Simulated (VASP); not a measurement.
Energy against volume of Na2S (antifluorite). All values below come from r2SCAN meta-GGA, VASP's PBE PAW potentials (set 64) (plane waves; VASP).

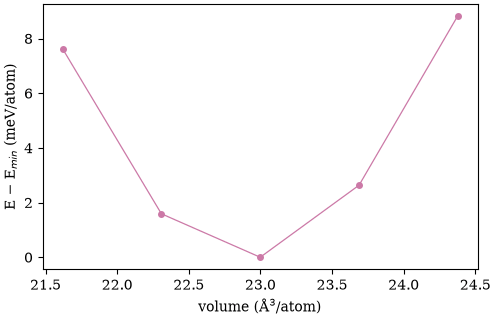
Energy against volume

Q: Estimate the equilibrium volume and the bulk modulus.

A: The minimum lies near 22.9 Å³/atom, and the curvature gives B0 of about 32 GPa.

Measured: a 6.537 Å (computed value off by -0.6 %), as given by Some thermoelectric phenomena in copper chalcogenides replaced by lithium and sodium alkaline metals, Nanomaterials …. The calculation is for a static lattice, while the measured a holds thermal and zero-point effects, which are part of the difference.

The compound is Na2S in the antifluorite structure. It was relaxed first.
